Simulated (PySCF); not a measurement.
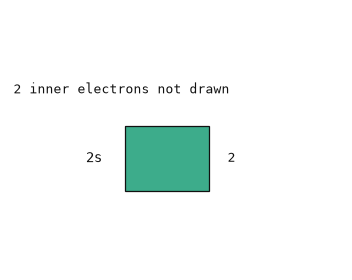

**Figure 1.** The outer shells of the nominal configuration: a box for each of the 2l + 1 orbitals, shaded by the share of the shell that is filled, with the electron count at the right.

## Atomic calculation for Sm⁵⁸⁺

Sm⁵⁸⁺, configuration 1s2 2s2, multiplicity 1. Computed at this level: unrestricted PBE0, even-tempered 17s8p5d5f4g, non-relativistic, point nucleus (PySCF).

The program's output (extracts):
```
damping factor = 0
level_shift factor = 0
DIIS = <class 'pyscf.scf.diis.CDIIS'>
diis_start_cycle = 1
diis_space = 10
diis_damp = 0
SCF conv_tol = 1e-09
SCF conv_tol_grad = None
number electrons alpha = 2  beta = 2
XC functionals = PBE0
    C. Adamo and V. Barone.,  J. Chem. Phys. 110, 6158 (1999)
    M. Ernzerhof and G. E. Scuseria.,  J. Chem. Phys. 110, 5029 (1999)
cycle= 1 E= -4708.1788242096  delta_E= -0.0015  |g|= 0.00491  |ddm|= 0.00704
cycle= 2 E= -4708.17882421524  delta_E= -5.64e-09  |g|= 1.78e-05  |ddm|= 1.16e-05
cycle= 3 E= -4708.17882421524  delta_E= 1.82e-12  |g|= 1.06e-07  |ddm|= 5.98e-08
converged SCF energy = -4708.17882421524  <S^2> = -5.7731597e-15  2S+1 = 1
```

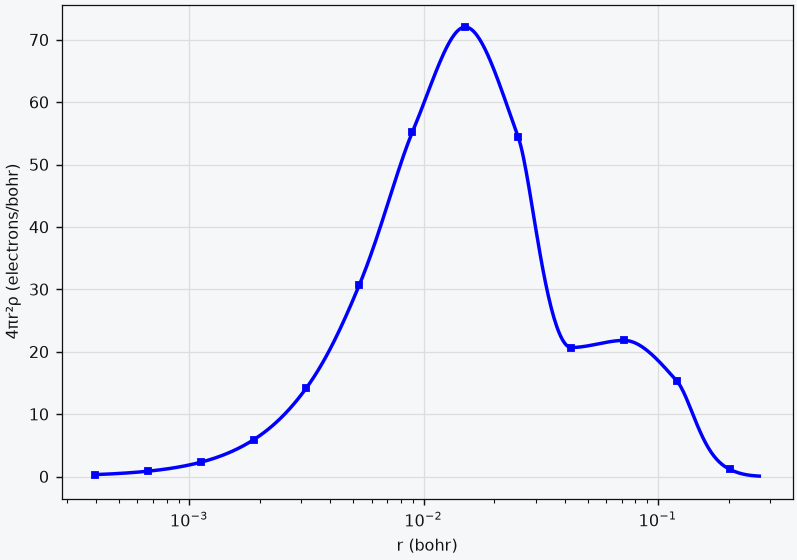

**Figure 2.** Spherically averaged radial density 4πr²ρ of the mean field; markers are the stored points, which are sparse, and the line is a monotone interpolation between them. The largest stored value is 72.0 electrons/bohr at r = 0.015 bohr. Root-mean-square radii of the shells: 1s 0.0282, 2s 0.107 bohr.

The input:
```python
from pyscf import gto, scf, dft, mp, cc
mol = gto.M(atom="Sm 0 0 0", charge=58, spin=0, symmetry="D2h",
            basis=gto.etbs([(0, 17, 35, 2.2), (1, 8, 54, 2.4), (2, 5, 160, 2.4), (3, 5, 240, 2.4), (4, 4, 360, 2.4)]))
mf = dft.UKS(mol, xc="PBE0")
mf.irrep_nelec = {'Ag': (2, 2)}
mf.kernel()
```

The script is an equivalent of what the driver set up; the driver started from orbitals of its own, so the log can be shorter than this script's would be, and it computed the properties (radii, ⟨L²⟩, response) afterwards. It held the occupations shell by shell, which the script's counts by irreducible representation don't always enforce.

Summary:

```tsv
quantity	value
outcome	converged
total energy	−4708.1788 hartree
kinetic energy	4708.0815 hartree
static polarisability	0.00114 bohr³
C₆ of the like pair	6.81×10⁻⁶ hartree bohr⁶
SCF iterations	3
hardware	1 CPU thread, shared host
CPU time	18 s (integrals apart)
```

Remarks:

Relativity is left out, which matters for an atom this heavy.
